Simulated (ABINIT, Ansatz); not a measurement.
# NaF (Villiaumite): G0W0 on several meshes in ABINIT, part 2 of 2

Aim: the GW shift of NaF (Villiaumite) against the k mesh.

ABINIT 10.8.3; PBE and many-body steps on it, plane waves. Known limits of the many-body steps: not at the basis limit; coarse k mesh.

So far. Step 4 (6×6×6): The gap on the mesh goes from 6.39 eV to 10.64 eV, a correction of +4.25 eV. Step 5 (Empty states on the mesh, 4×4×4 mesh, 198 bands): On this mesh the gap is 6.390 eV.

The database entry behind the starting cell differs from later determinations by our own check (0.1 to 0.3 % short, probably kX units), so it need not match the best structure at ambient conditions.

## Step 7: 4×4×4

This step: G0W0 on PBE, plane waves, norm-conserving pseudopotentials.

File run.abi:

```
acell 3*1.0 Angstrom
rprim 
  0.000000000000 2.310000000000 2.310000000000
  2.310000000000 0.000000000000 2.310000000000
  2.310000000000 2.310000000000 0.000000000000
ntypat 2
znucl 11 9
natom 2
typat 1 2
xred 
  0.000000000000 0.000000000000 0.000000000000
  0.500000000000 0.500000000000 0.500000000000
pp_dirpath "pseudos"
pseudos "Na.upf, F.upf"
ecut 38
ngkpt 4 4 4
nshiftk 1
shiftk 0 0 0
kptopt 1
chksymbreak 0
istwfk *1
occopt 1
irdwfk 1
optdriver 4
nband 190
gwcalctyp 0
ecutsigx 38
symsigma 1
nkptgw 1
kptgw 
  0.0000000000 0.0000000000 0.0000000000
bdgw 
  6 12
ecuteps 10.4
irdscr 1
ppmodel 1
indata_prefix "in"
outdata_prefix "out"
tmpdata_prefix "tmp"
```

Launch:

```bash
> OMP_NUM_THREADS=1 mpirun -n 4 abinit run.abi > log
```

Output:

```text
.Version 10.8.3 of ABINIT. v10.8.2 released Aug 2026.

 Symmetries : space group Fm -3 m (#225); Bravais cF (face-center cubic)
[... echo of the input left out ...]
== DATASET  1 ==================================================================
-   mpi_nproc: 4, omp_nthreads: 1 (-1 if OMP is not activated)

--- !DatasetInfo
iteration_state: {dtset: 1, }
dimensions: {natom: 2, nkpt: 8, mband: 190, nsppol: 1, nspinor: 1, nspden: 1, mpw: 1880, }
cutoff_energies: {ecut:  38.0, pawecutdg:  -1.0, }
electrons: {nelect:   1.60000000E+01, charge:   0.00000000E+00, occopt:   1.00000000E+00, tsmear:   1.00000000E-02, }

 SIGMA: Calculation of the GW corrections

 Based on a program developped by R.W. Godby, V. Olevano, G. Onida, and L. Reining.
 Incorporated in ABINIT by V. Olevano, G.-M. Rignanese, and M. Torrent.
.Using double precision arithmetic ; gwpc =  8

[... cell and pseudopotentials left out ...]
--------------------------------------------------------------------------------

 ==== K-mesh for the wavefunctions ====
 Number of points in the irreducible wedge :     8
[... list of points left out ...]
 Together with 48 symmetry operations and time-reversal symmetry
 yields    64 points in the full Brillouin Zone.

 ==== Q-mesh for screening function ====
 Number of points in the irreducible wedge :     8
[... list of points left out ...]
 Together with 48 symmetry operations and time-reversal symmetry
 yields    64 points in the full Brillouin Zone.

 vcoul_init : cutoff-mode = AUXILIARY_FUNCTION
 q-points for optical limit:   1
     1)      0.000010    0.000020    0.000030
 setmesh: FFT mesh size selected  =    36x   36x   36
          total number of points  =        46656

 Number of electrons calculated from density =   16.0000; Expected =   16.0000
[...]
number of q-points in BZ                           64
 number of frequencies for dSigma/dE                 9
 frequency step for dSigma/dE [eV]                0.25
 number of omega for Sigma on real axis              0
 max omega for Sigma on real axis  [eV]           0.00
 zcut for avoiding poles [eV]                     0.10

 EPSILON^-1 parameters (SCR file):
 dimension of the eps^-1 matrix on file            283
 dimension of the eps^-1 matrix used               283
 number of plane-waves for wavefunctions          1837
 number of bands                                   190
 number of q-points in IBZ                           8
 number of frequencies                               2
 number of real frequencies                          1
 number of imag frequencies                          1

 matrix elements of self-energy operator (all in [eV])

 Perturbative Calculation

--- !SelfEnergy_ee
iteration_state: {dtset: 1, }
kpoint     : [   0.000,    0.000,    0.000, ]
spin       : 1
KS_gap     :    6.390
QP_gap     :   10.624
Delta_QP_KS:    4.235
data: !SigmaeeData |
     Band     E0 <VxcDFT>   SigX SigC(E0)      Z dSigC/dE  Sig(E)    E-E0       E
        6  -1.330 -22.508 -30.156   4.200   0.823  -0.215 -25.345  -2.837  -4.166
        7  -1.330 -22.508 -30.156   4.200   0.823  -0.215 -25.345  -2.837  -4.166
        8  -1.330 -22.508 -30.156   4.200   0.823  -0.215 -25.345  -2.837  -4.166
        9   5.060  -9.465  -5.278  -2.641   0.904  -0.106  -8.067   1.398   6.458
       10  17.827  -7.169  -2.163  -3.206   0.905  -0.105  -5.539   1.630  19.456
       11  17.827  -7.169  -2.163  -3.206   0.905  -0.105  -5.539   1.630  19.456
       12  17.827  -7.169  -2.163  -3.206   0.905  -0.105  -5.539   1.630  19.456

== END DATASET(S) ==============================================================
================================================================================

 -outvars: echo values of variables after computation  --------
           etotal      0.0000000000E+00
            nband         190
             nkpt           8
          spgroup         225
 [... the other variables as echoed above ...]

 Calculation completed.
```

Elapsed: 11 s, on 4 MPI ranks of Intel Xeon Platinum 8488C (Sapphire Rapids), shared host; peak memory 0.85 GiB.

This step gave:

```yaml
g0w0_gap_on_the_points_computed: 10.62 eV
starting_gap_on_the_mesh: 6.390 eV
k_of_the_valence_top: 0, 0, 0
k_of_the_conduction_bottom: 0, 0, 0
z_at_the_valence_top: 0.823
z_at_the_conduction_bottom: 0.904
least_direct_g0w0_gap_on_the_computed_points: 10.62 eV
```

Against G0W0 in ABINIT (6×6×6 mesh, 190 bands, screening to 283 eV, Godby-Needs plasmon pole), the gap moves by −0.014 eV.

## Step 8: Empty states on the mesh, 8×8×8 mesh, 198 bands

This step: DFT, PBE, plane waves, norm-conserving pseudopotentials.

Edit run.abi of step 7 so:

```diff
@@ -15,3 +15,3 @@
 ecut 38
-ngkpt 4 4 4
+ngkpt 8 8 8
 nshiftk 1
@@ -20,18 +20,10 @@
 chksymbreak 0
+irdden 1
 istwfk *1
+nband 198
+prtvol 0
+optdriver 6
+gwr_task "HDIAGO"
+paral_kgb 0
 occopt 1
-irdwfk 1
-optdriver 4
-nband 190
-gwcalctyp 0
-ecutsigx 38
-symsigma 1
-nkptgw 1
-kptgw 
-  0.0000000000 0.0000000000 0.0000000000
-bdgw 
-  6 12
-ecuteps 10.4
-irdscr 1
-ppmodel 1
 indata_prefix "in"
```

Output:

```text
[banner, memory and clock lines left out]
.Version 10.8.3 of ABINIT. v10.8.2 released Aug 2026.

 Symmetries : space group Fm -3 m (#225); Bravais cF (face-center cubic)
[... echo of the input left out ...]
== DATASET  1 ==================================================================
-   mpi_nproc: 4, omp_nthreads: 1 (-1 if OMP is not activated)

--- !DatasetInfo
iteration_state: {dtset: 1, }
dimensions: {natom: 2, nkpt: 29, mband: 198, nsppol: 1, nspinor: 1, nspden: 1, mpw: 1880, }
cutoff_energies: {ecut:  38.0, pawecutdg:  -1.0, }
[...]
Integrated=    1.6000E+01

 === KS gaps after direct diagonalization ===
 Direct band gap semiconductor
 Fundamental gap:     6.390 (eV)
   VBM:    -1.330 (eV) at k: [ 0.0000E+00,  0.0000E+00,  0.0000E+00]
   CBM:     5.060 (eV) at k: [ 0.0000E+00,  0.0000E+00,  0.0000E+00]
 Direct gap:         6.390 (eV) at k: [ 0.0000E+00,  0.0000E+00,  0.0000E+00]

== END DATASET(S) ==============================================================

 -outvars: echo values of variables after computation  --------
           etotal      0.0000000000E+00
            nband         198
             nkpt          29
          spgroup         225
 [... the other variables as echoed above ...]

 Calculation completed.
```

The job ended after 33 s (4 MPI ranks; peak memory 1.1 GiB; 2.2 min of CPU time).

Numbers from this step:

* gap: 6.390 eV
* k of the valence top: 0, 0, 0
* k of the conduction bottom: 0, 0, 0
* least direct gap: 6.390 eV
* k points computed: 29
* lowest point of the top converged band, above the valence top: 209.1668 eV

On this mesh the gap is 6.390 eV.

## Step 9: Screening, 8×8×8 mesh, 190 bands, screening to 283 eV

This step: RPA screening on PBE, plane waves, norm-conserving pseudopotentials.

Edit run.abi of step 8 so:

```diff
@@ -20,10 +20,11 @@
 chksymbreak 0
-irdden 1
 istwfk *1
-nband 198
-prtvol 0
-optdriver 6
-gwr_task "HDIAGO"
-paral_kgb 0
 occopt 1
+irdwfk 1
+optdriver 3
+nband 190
+ecuteps 10.4
+inclvkb 2
+awtr 1
+symchi 1
 indata_prefix "in"
```

Output:

```text
.Version 10.8.3 of ABINIT. v10.8.2 released Aug 2026.

 Symmetries : space group Fm -3 m (#225); Bravais cF (face-center cubic)
[... echo of the input left out ...]
== DATASET  1 ==================================================================
-   mpi_nproc: 4, omp_nthreads: 1 (-1 if OMP is not activated)

--- !DatasetInfo
iteration_state: {dtset: 1, }
dimensions: {natom: 2, nkpt: 29, mband: 190, nsppol: 1, nspinor: 1, nspden: 1, mpw: 1880, }
cutoff_energies: {ecut:  38.0, pawecutdg:  -1.0, }
[...]
--------------------------------------------------------------------------------
[... chi0 elements left out ...]
 For q-point:  0.000010 0.000020 0.000030
  dielectric constant =   1.7995
  dielectric constant without local fields =   1.9019

  Average fulfillment of the sum rule on Im[epsilon] for q-point    1 :     83.21  [%]
[... wings left out ...]
  q-point number  2        q = ( 0.125000, 0.000000, 0.000000) [r.l.u.]
--------------------------------------------------------------------------------
[... chi0 elements left out ...]
  Average fulfillment of the sum rule on Im[epsilon] for q-point    2 :     95.23  [%]

 [... 27 further q-points ...]
```

Elapsed: 11 min, on 4 MPI ranks; peak memory 2.4 GiB; 46 min of CPU time.

Numbers from this step:

* ε∞ with local fields, on this mesh, along the program's q direction: 1.800
* the same without local fields: 1.902
* plasma frequency: 29.91 eV
* plane waves in the screening matrix: 283

## Step 10: 8×8×8

This step: G0W0 on PBE, plane waves, norm-conserving pseudopotentials.

Edit run.abi of step 9 so:

```diff
@@ -23,8 +23,15 @@
 irdwfk 1
-optdriver 3
+optdriver 4
 nband 190
+gwcalctyp 0
+ecutsigx 38
+symsigma 1
+nkptgw 1
+kptgw 
+  0.0000000000 0.0000000000 0.0000000000
+bdgw 
+  6 12
 ecuteps 10.4
-inclvkb 2
-awtr 1
-symchi 1
+irdscr 1
+ppmodel 1
 indata_prefix "in"
```

Output:

```text
.Version 10.8.3 of ABINIT. v10.8.2 released Aug 2026.

 Symmetries : space group Fm -3 m (#225); Bravais cF (face-center cubic)
[... echo of the input left out ...]
== DATASET  1 ==================================================================
-   mpi_nproc: 4, omp_nthreads: 1 (-1 if OMP is not activated)

--- !DatasetInfo
iteration_state: {dtset: 1, }
dimensions: {natom: 2, nkpt: 29, mband: 190, nsppol: 1, nspinor: 1, nspden: 1, mpw: 1880, }
cutoff_energies: {ecut:  38.0, pawecutdg:  -1.0, }
[...]
10  17.827  -7.169  -2.172  -3.223   0.904  -0.106  -5.565   1.604  19.431
       11  17.827  -7.169  -2.172  -3.223   0.904  -0.106  -5.565   1.604  19.431
       12  17.827  -7.169  -2.172  -3.223   0.904  -0.106  -5.565   1.604  19.431

== END DATASET(S) ==============================================================
================================================================================

 -outvars: echo values of variables after computation  --------
           etotal      0.0000000000E+00
            nband         190
             nkpt          29
          spgroup         225
 [... the other variables as echoed above ...]

 Calculation completed.
```

Wall time 33 s (4 MPI ranks); peak memory 2.4 GiB; 2.2 min of CPU time.

This step gave:

```
G0W0 gap on the points computed              : 10.64 eV
starting gap on the mesh                     : 6.390 eV
k of the valence top                         : 0, 0, 0
k of the conduction bottom                   : 0, 0, 0
least direct G0W0 gap on the computed points : 10.64 eV
```

Against G0W0 in ABINIT (6×6×6 mesh, 190 bands, screening to 283 eV, Godby-Needs plasmon pole), the gap moves by −0.002 eV.

## Step 11: The runs together

Times are wall times on 4 MPI ranks of Intel Xeon Platinum 8488C (Sapphire Rapids), shared host, good to a factor of about two. A run's time includes the screening step that it read.

| run | mesh | bands | screening cutoff (eV) | DFT gap (eV) | gap on the mesh (eV) | direct (eV) | ε∞ used | time |
| --- | --- | --- | --- | --- | --- | --- | --- | --- |
| 6×6×6 | 6×6×6 | 190 | 283 | 6.390 | 10.638 | 10.638 | 1.80 | 2.8 min |
| 4×4×4 | 4×4×4 | 190 | 283 | 6.390 | 10.624 | 10.624 | 1.80 | 33 s |
| 8×8×8 | 8×8×8 | 190 | 283 | 6.390 | 10.636 | 10.636 | 1.80 | 12 min |

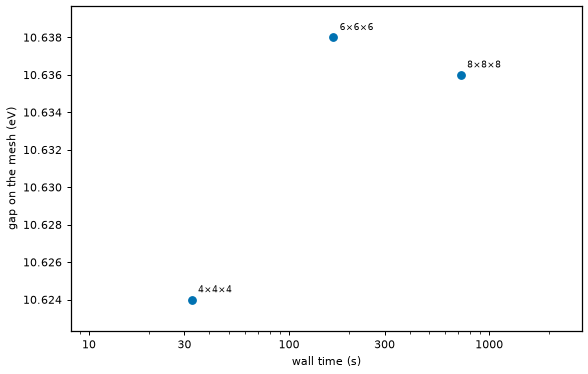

Result against wall time.

## Step 12: Summary of results

```json
{
  "6×6×6": "10.638 eV",
  "4×4×4": "10.624 eV",
  "8×8×8": "10.636 eV",
  "known limits": "not at the basis limit; coarse k mesh"
}
```

In words: 4×4×4: −0.014 eV against 6×6×6. 8×8×8: −0.002 eV against 6×6×6. Bands and cutoff are finite, so the gap is not at the basis limit. The miss can reach some tenths of an eV and take either sign; the mesh is an error of its own. In the G0W0 runs levels were corrected at 1 k point alone, so a gap called «on the mesh» is the least over those, and an edge elsewhere would be missed.

[Paths, hosts, dates, memory and timing lines, banners, echoed tables and standing remarks are left out of the program output.]

[Logs are printed without paths, hosts, clocks, repeated set-up lines and the standing remarks that a program may print on its own settings, such as how far it seeks lower states.]

[Runs of the session that timed out or met a known fault of the program may be left out.]

[Hosts, paths, dates, database ids (printed as entryN), source tags and the programs' standing remarks are cut or masked in the printed files.]

[G0W0 gaps are taken among the corrected bands and points alone; a level outside them can change the order at an edge.]

[Where Ansatz stands beside ABINIT at settings called matched, ABINIT's density can come from a denser mesh and the files from another edition; pairs whose starting gaps differed by over 0.03 eV were left out, so agreement reads better than it is.]
